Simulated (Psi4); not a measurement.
# A workflow on NH3 (ammonia)

We compute a series of 10 runs (PBE-D4/def2-SVP, PBE0-D4/def2-TZVP, PBE-D4/def2-TZVPP, r2SCAN-D4/def2-TZVPP, B3LYP-D4/def2-TZVPP, PBE0-D4/def2-TZVPP, wB97M-V/def2-TZVPP, CCSD(T)/def2-TZVPP, and more) of NH3 (ammonia). 

The calculation is run with Psi4 1.11.

## (1) The system as given

NH3: 4 atoms, total charge 0, spin state singlet. SMILES: `N`. Geometry: relaxed at GFN2-xTB, rattled. The run starts from this shape.

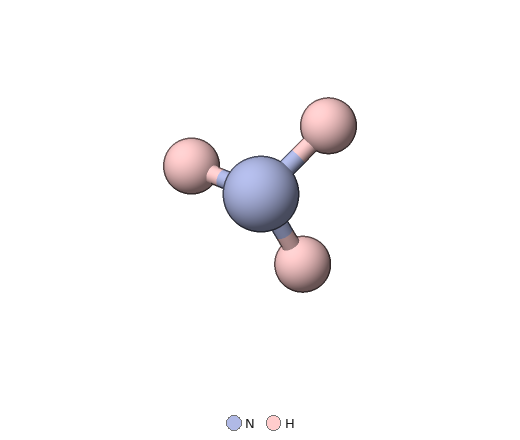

Viewed from a chosen angle; nitrogen light blue, hydrogen pink.

## (2) A structure relaxation at PBE-D4/def2-SVP (density fitting) (run 1)

Contents of h3n.in:

```
memory 3.3 GB

molecule {
  0 1
  N     -0.060557     0.296158     0.103672
  H      0.477445    -0.302871     0.718349
  H     -0.845725    -0.283103    -0.077207
  H      0.429648     0.365432    -0.702355
  symmetry c1
}

set globals {
  scf_type                df
  geom_maxiter            60
  max_force_g_convergence 0.0005
}

e = optimize("pbe-d4/def2-SVP")
print_variables()
```

On the command line:

```bash
$ psi4 -i h3n.in -o h3n.out -n 2
```

h3n.out:

```text
[...]
  Running in c1 symmetry.
[...]
  Nuclear repulsion =   12.324132176971521
[...]
  Multiplicity = 1
[...]
  Nalpha       = 5
  Nbeta        = 5
[...]
    Number of basis functions: 29
[...]
   @DF-RKS iter   1:   -56.15174680004186   -1.01541e-02   2.75965e-02 DIIS/ADIIS
[...]
   @DF-RKS iter   7:   -56.43357308322683   -1.06581e-13   4.95269e-10 DIIS
[...]
    Orbital Energies [Eh]
    ---------------------
    Doubly Occupied:
       1A    -13.966963     2A     -0.752874     3A     -0.394179
       4A     -0.393550     5A     -0.203223
[...]
  @DF-RKS Final Energy:   -56.43357308322683
   => Energetics <=
    Nuclear Repulsion Energy =             11.7630387777589682
    One-Electron Energy =                 -99.3010596988957701
    Two-Electron Energy =                  39.0422756827321962
    DFT Exchange-Correlation Energy =      -7.9374032252234583
    Empirical Dispersion Energy =          -0.0004246195987696
    VV10 Nonlocal Energy =                  0.0000000000000000
    Total Energy =                        -56.4335730832268325
[...]
 Multipole Moments:
 ------------------------------------------------------------------------------------
     Multipole            Electronic (a.u.)      Nuclear  (a.u.)        Total (a.u.)
 ------------------------------------------------------------------------------------
 L = 1.  Multiply by 2.5417464519 to convert [e a0] to [Debye]
 Dipole X            :         -0.0677115            0.2319965            0.1642849
 Dipole Y            :          0.2493262           -0.8601727           -0.6108466
 Dipole Z            :          0.1181334           -0.4037665           -0.2856331
 Magnitude           :                                                    0.6940528
[...]
  -Total Gradient:
     Atom            X                  Y                   Z
    ------   -----------------  -----------------  -----------------
       1        0.000070525676    -0.001403922135    -0.000065619091
       2       -0.000062745322     0.000596807991    -0.000040748912
       3        0.000143806189     0.000621114025    -0.000020828533
       4       -0.000151286436     0.000186026732     0.000126872156
[...]
    Final optimized geometry and variables:
    Molecular point group: c1
    Full point group: C1
    Geometry (in Angstrom), charge = 0, multiplicity = 1:
    N           -0.017806935248     0.066022726226     0.030991175133
    H            0.567137433888    -0.535564926345     0.628414620233
    H           -0.829978773869    -0.520566795198    -0.208150330601
    H            0.510257135477     0.138788837862    -0.850866532074
  Variable Map:
  ----------------------------------------------------------------------------
  "CURRENT ENERGY"                                 =>     -56.433573083227
  "CURRENT REFERENCE ENERGY"                       =>     -56.433573083227
  "DD SOLVATION ENERGY"                            =>       0.000000000000
  "DFT FUNCTIONAL TOTAL ENERGY"                    =>     -56.433148463628
[...]
```

On the terminal:

```text
Optimizer: Optimization complete!
```

Run time: 24 s. Hardware: 2 threads of Intel Xeon at 2.50GHz (Skylake/Cascade Lake), shared host; peak memory 0.31 GiB.

Step by step:

```
step  energy from the first frame kept (eV)  largest force (eV/Å)
   0                                 0.0000                4.4902
   1                                -0.2205                0.4680
   2                                -0.2236                0.1962
   3                                -0.2243                0.1242
   4                                -0.2248                0.0724
```

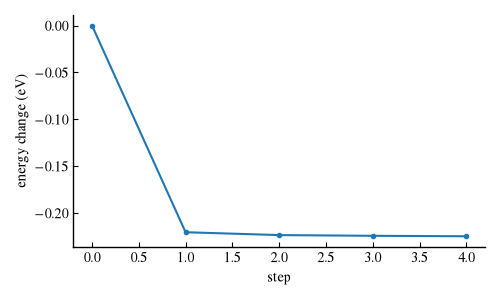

Energy along the run.

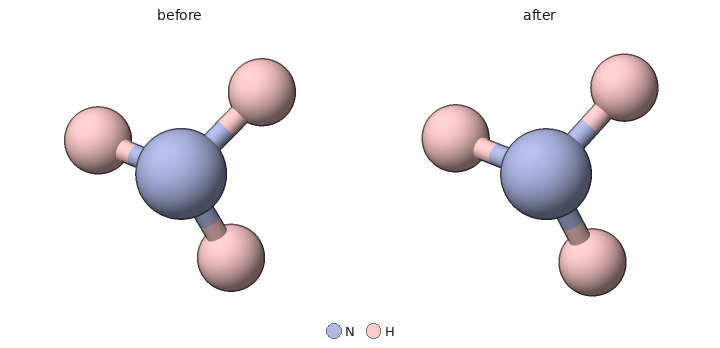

Before and after, at one scale.

After the run. Bond lengths: N1–H2 1.030 Å, N1–H3 1.030 Å, N1–H4 1.030 Å. Angles: H2–N1–H3 104.5°, H2–N1–H4 104.3°, H3–N1–H4 104.2°.

## (3) A geometry optimisation at PBE0-D4/def2-TZVP (density fitting) (run 2)

Contents of job.in:

```
memory 3300 mb

molecule {
  0 1
  N     -0.063978     0.296537     0.112630
  H      0.520966    -0.305051     0.710054
  H     -0.876150    -0.290053    -0.126511
  H      0.464086     0.369303    -0.769227
  symmetry c1
}

set basis def2-TZVP
set scf_type df
set geom_maxiter 50
set max_force_g_convergence 0.0002

energy_value = opt('pbe0-d4')
print_variables()
```

On the command line:

```bash
$ psi4 -n 2 job.in job.out
```

job.out, cut to the lines that bear on the results:

```text
[...]
  Running in c1 symmetry.
[...]
  Nuclear repulsion =   11.763038969109836
[...]
  Multiplicity = 1
[...]
  Nalpha       = 5
  Nbeta        = 5
[...]
    Number of basis functions: 49
[...]
   @DF-RKS iter   1:   -56.29208464417874   -2.10623e-01   1.50803e-02 DIIS/ADIIS
[...]
   @DF-RKS iter   6:   -56.51345067741886   -3.73745e-12   3.46712e-09 DIIS
[...]
  @DF-RKS Final Energy:   -56.51345067741886
   => Energetics <=
    Nuclear Repulsion Energy =             11.9492893186665317
    One-Electron Energy =                 -99.6997589177914847
    Two-Electron Energy =                  37.2848612326178852
    DFT Exchange-Correlation Energy =      -6.0475072756519417
    Empirical Dispersion Energy =          -0.0003350352598496
    VV10 Nonlocal Energy =                  0.0000000000000000
    Total Energy =                        -56.5134506774188594
[...]
 Multipole Moments:
 ------------------------------------------------------------------------------------
     Multipole            Electronic (a.u.)      Nuclear  (a.u.)        Total (a.u.)
 ------------------------------------------------------------------------------------
 L = 1.  Multiply by 2.5417464519 to convert [e a0] to [Debye]
 Dipole X            :         -0.0481267            0.2059147            0.1577880
 Dipole Y            :          0.1793134           -0.7669690           -0.5876556
 Dipole Z            :          0.0835860           -0.3576787           -0.2740927
 Magnitude           :                                                    0.6673552
[...]
  -Total Gradient:
     Atom            X                  Y                   Z
    ------   -----------------  -----------------  -----------------
       1       -0.000026332872     0.000135195388     0.000037784944
       2       -0.000002301312    -0.000045611989    -0.000028892406
       3        0.000026538026    -0.000044881161    -0.000008996919
       4        0.000002687203    -0.000045576085    -0.000000394296
[...]
    Final optimized geometry and variables:
    Molecular point group: c1
    Full point group: C1
    Geometry (in Angstrom), charge = 0, multiplicity = 1:
    N           -0.015805023404     0.058868853905     0.027453698819
    H            0.557402889543    -0.502818811022     0.644985283747
    H           -0.839601380437    -0.487949996668    -0.191061296411
[...]
```

Standard output:

```text
Optimizer: Optimization complete!
```

It took 26 s on 2 threads of Intel Xeon at 2.50GHz (Skylake/Cascade Lake), shared host; peak memory 0.38 GiB.

The path in brief:

```
step  energy from the first frame kept (eV)  largest force (eV/Å)
   0                                 0.0000                1.0284
   1                                -0.0156                0.3977
   2                                -0.0190                0.2192
   3                                -0.0227                0.0463
   4                                -0.0229                0.0073
```

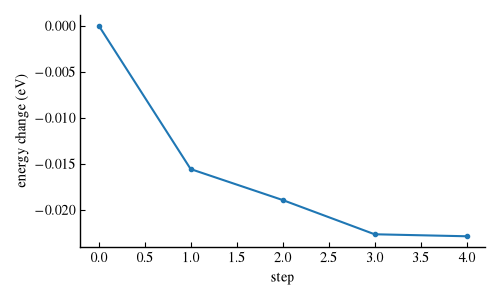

Energy along the run.

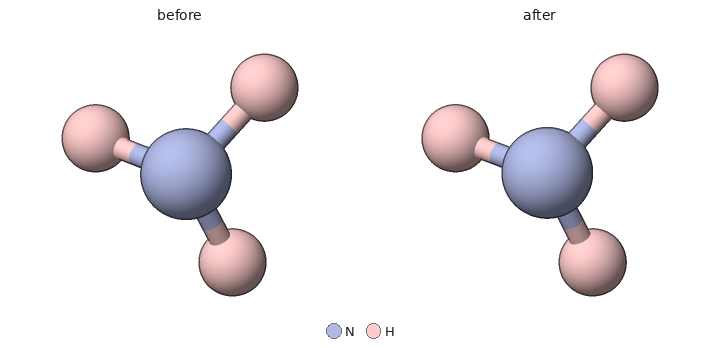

Before and after, at one scale.

After the run. Bond lengths: N1–H2 1.013 Å, N1–H3 1.013 Å, N1–H4 1.013 Å. Angles: H2–N1–H3 107.0°, H2–N1–H4 107.0°, H3–N1–H4 107.0°.

Runs 3 to 9 aren't shown in full; the table further down has their settings and results.

## (4) A single-point energy at MP2/def2-QZVPP (density fitting, density fitting for correlation) (run 10)

Contents of calc.dat:

```
memory 3.3 GB

molecule {
  0 1
  N     -0.061976     0.289383     0.109093
  H      0.511232    -0.272305     0.726624
  H     -0.885772    -0.257436    -0.109422
  H      0.455628     0.403339    -0.753736
  units angstrom
  symmetry c1
}

set globals {
  basis def2-QZVPP
  scf_type df
  num_frozen_docc 1
}

e, wfn = energy("mp2", return_wfn=True)
```

On the command line:

```bash
$ psi4 -n 2 calc.dat calc.out
```

calc.out:

```text
[...]
  Running in c1 symmetry.
[...]
  Nuclear repulsion =   11.949290514055733
[...]
  Multiplicity = 1
[...]
  Nalpha       = 5
  Nbeta        = 5
[...]
    Number of basis functions: 147
[...]
   @DF-RHF iter   1:   -56.12967157641476   -4.74829e-01   3.12429e-03 ADIIS/DIIS
[...]
   @DF-RHF iter  10:   -56.22438502995741   -6.26699e-12   2.29626e-09 DIIS
[...]
    Orbital Energies [Eh]
    ---------------------
    Doubly Occupied:
       1A    -15.539331     2A     -1.140830     3A     -0.628568
       4A     -0.628537     5A     -0.428382
[...]
  @DF-RHF Final Energy:   -56.22438502995741
   => Energetics <=
    Nuclear Repulsion Energy =             11.9492905140557326
    One-Electron Energy =                 -99.6160556103466206
    Two-Electron Energy =                  31.4423800663334774
    Total Energy =                        -56.2243850299574106
[...]
 Multipole Moments:
 ------------------------------------------------------------------------------------
     Multipole            Electronic (a.u.)      Nuclear  (a.u.)        Total (a.u.)
 ------------------------------------------------------------------------------------
 L = 1.  Multiply by 2.5417464519 to convert [e a0] to [Debye]
 Dipole X            :         -0.0549287            0.2059150            0.1509863
 Dipole Y            :          0.2046453           -0.7669689           -0.5623236
 Dipole Z            :          0.0954000           -0.3576792           -0.2622792
 Magnitude           :                                                    0.6385884
[...]
```

Wall time 6.9 s (2 threads of Intel Xeon at 2.50GHz (Skylake/Cascade Lake), shared host); peak memory 0.29 GiB.

## (5) The series

```
run                                                                  level  geom maxiter  max force g convergence  energy (Eh)  dipole moment (D)  HOMO energy (eV)  LUMO energy (eV)  wall time
  1                                      PBE-D4/def2-SVP (density fitting)            60                   0.0005   -56.433573               1.76             -5.53              0.90       24 s
  2                                    PBE0-D4/def2-TZVP (density fitting)            50                   0.0002   -56.513451               1.70             -7.57              1.06       26 s
  3                                    PBE0-D4/def2-TZVP (density fitting)             –                        –   -56.513451               1.70                 –                 –       82 s
  4                                    PBE-D4/def2-TZVPP (density fitting)             –                        –   -56.511061               1.57             -5.96              0.23       13 s
  5                                 r2SCAN-D4/def2-TZVPP (density fitting)             –                        –   -56.548704               1.59             -6.32              1.20       21 s
  6                                  B3LYP-D4/def2-TZVPP (density fitting)             –                        –   -56.589324               1.60             -7.33              0.62       13 s
  7                                   PBE0-D4/def2-TZVPP (density fitting)             –                        –   -56.516119               1.61             -7.58              1.03       12 s
  8                                   wB97M-V/def2-TZVPP (density fitting)             –                        –   -56.551477               1.61            -10.16              2.30       24 s
  9  CCSD(T)/def2-TZVPP (density fitting, density fitting for correlation)             –                        –   -56.476127                  –            -11.62              3.42       12 s
 10      MP2/def2-QZVPP (density fitting, density fitting for correlation)             –                        –   -56.475778                  –            -11.66              2.87      6.9 s
```

## (6) Results

```
                                                          quantity         value
                              run 10, MP2/def2-QZVPP: total energy  -56.47578 Eh
       run 10, MP2/def2-QZVPP: HOMO energy (Hartree–Fock orbitals)     -11.66 eV
       run 10, MP2/def2-QZVPP: LUMO energy (Hartree–Fock orbitals)       2.87 eV
     run 10, MP2/def2-QZVPP: HOMO–LUMO gap (Hartree–Fock orbitals)      14.52 eV
run 10, MP2/def2-QZVPP: correlation energy (1 core orbital frozen)    -251.4 mEh
```

**Reading.** Over runs 3, 4, 5, 6, 7, 8 the dipole moment (its size) runs from 1.57 D (PBE-D4/def2-TZVPP) to 1.70 D (PBE0-D4/def2-TZVP). The two ends differ in method and basis. Over runs 4, 5, 6, 7, 8 the HOMO–LUMO gap runs from 6.19 eV (PBE-D4/def2-TZVPP) to 12.46 eV (wB97M-V/def2-TZVPP). Totals of different functionals can't be ranked against each other. All runs together took 3.9 min, the longest 82 s.
